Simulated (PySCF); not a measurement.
# B2PH5F− (SMILES BP[BH2-]F) at r2SCAN/cc-pVDZ (density fitting with cc-pvtz-jkfit)

What is the vertical ionisation energy of B2PH5F− at r2SCAN/cc-pVDZ (density fitting with cc-pvtz-jkfit)? 

Program for the calculation: PySCF 2.14.0.

2 further runs of the same task are left out: 2 set aside as unsound or not needed.

**1. The system as given**

B2PH5F− has 9 atoms, charge -1, and is taken as a singlet. As SMILES, `BP[BH2-]F`. The shape is that of a GFN2-xTB optimisation. This is one conformer, not always the lowest.

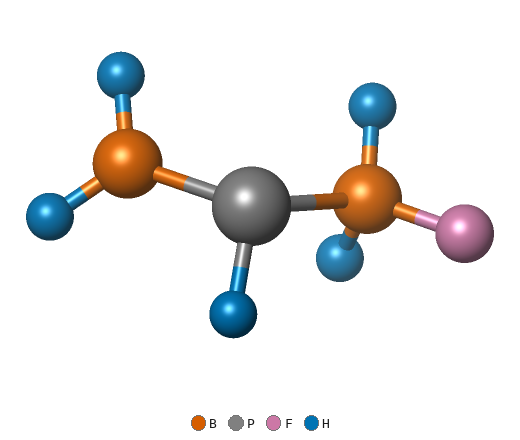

The structure, seen from a chosen angle (boron orange, phosphorus grey, fluorine pink, hydrogen blue).

**2. A single-point energy at r2SCAN/cc-pVDZ (density fitting with cc-pvtz-jkfit)**

File job.py:

```python
from pyscf import gto, dft

system = gto.M(
    atom='''
B     -0.320668     3.047486    -1.031753
P      1.744841     0.661744     0.284423
B     -0.157433    -2.692652     0.223007
F      1.359412    -4.598573     1.281348
H     -0.831839     4.920034     0.068332
H     -0.982053     2.854582    -3.155295
H      1.785470     1.341989     2.812687
H     -0.563989    -3.124681    -1.972685
H     -2.033723    -2.409930     1.489936
''',
    unit='bohr',
    max_memory=1860,
    basis='cc-pvdz',
    verbose=3,
    spin=0,
    charge=-1,
)

myscf = dft.RKS(system)
myscf.xc = 'r2scan'
myscf = myscf.density_fit(auxbasis='cc-pvtz-jkfit')
myscf.grids.level = 4
myscf.conv_tol = 1e-10
myscf.kernel()
if not myscf.converged:
    myscf = myscf.newton().run(myscf.mo_coeff, myscf.mo_occ)

e_tot = myscf.e_tot
print('E = %.10f Eh' % e_tot)
```

Launch:

```console
$ OMP_NUM_THREADS=1 python job.py
```

The log of the run:

```text
converged SCF energy = -493.869503451068
E = -493.8695034511 Eh
```

Wall time 32 s (1 thread of Arm Neoverse V1, shared host); peak memory 0.41 GiB.

**3. Doublet neutral B2PH5F at the same level**

File job.py:

```python
from pyscf import gto, dft

system = gto.Mole()
system.atom = '''
B     -0.320668     3.047486    -1.031753
P      1.744841     0.661744     0.284423
B     -0.157433    -2.692652     0.223007
F      1.359412    -4.598573     1.281348
H     -0.831839     4.920034     0.068332
H     -0.982053     2.854582    -3.155295
H      1.785470     1.341989     2.812687
H     -0.563989    -3.124681    -1.972685
H     -2.033723    -2.409930     1.489936
'''
system.max_memory = 1860
system.verbose = 3
system.unit = 'bohr'
system.basis = 'cc-pvdz'
system.spin = 1
system.build()

mf = dft.UKS(system)
mf.xc = 'r2scan'
mf = mf.density_fit(auxbasis='cc-pvtz-jkfit')
mf.grids.level = 4
mf.conv_tol = 1e-10
mf.kernel()
if not mf.converged:
    mf = mf.newton().run(mf.mo_coeff, mf.mo_occ)

e_tot = mf.e_tot
print('E(%s) = %.9f' % ('R2SCAN', e_tot))
```

Launch:

```console
$ OMP_NUM_THREADS=1 python job.py
```

The log of the run:

```text
WARN: HOMO -0.281709525259207 >= LUMO -0.281709525259206

converged SCF energy = -493.740860893218  <S^2> = 0.75690913  2S+1 = 2.0068972
E(R2SCAN) = -493.740860893
```

It took 71 s on 1 thread of Arm Neoverse V1, shared host; peak memory 0.48 GiB.

**4. Outcome**

At r2SCAN/cc-pVDZ (density fitting with cc-pvtz-jkfit):

| quantity | value |
| --- | --- |
| singlet B2PH5F−: total energy | -493.86950 Eh |
| singlet B2PH5F−: HOMO energy | -0.71 eV |
| singlet B2PH5F−: LUMO energy | 2.86 eV |
| singlet B2PH5F−: HOMO–LUMO gap (to an unbound level, set by the basis) | 3.57 eV |
| doublet neutral B2PH5F: total energy | -493.74086 Eh |
| doublet neutral B2PH5F: dipole moment | 3.09 D |
| doublet neutral B2PH5F: HOMO energy (highest over α and β) | -6.93 eV |
| doublet neutral B2PH5F: LUMO energy (lowest over α and β) | -6.22 eV |
| doublet neutral B2PH5F: ⟨S²⟩ | 0.757 |
| vertical detachment energy (to the doublet neutral) | 3.501 eV |

The vertical ionisation energy comes to 3.50 eV (338 kJ/mol). The negative HOMO energy of the first species, 0.71 eV, lies 2.79 eV below that difference. Mulliken charges (singlet B2PH5F−) run from -0.28 on F4 to +0.18 on B3; they depend strongly on the basis.
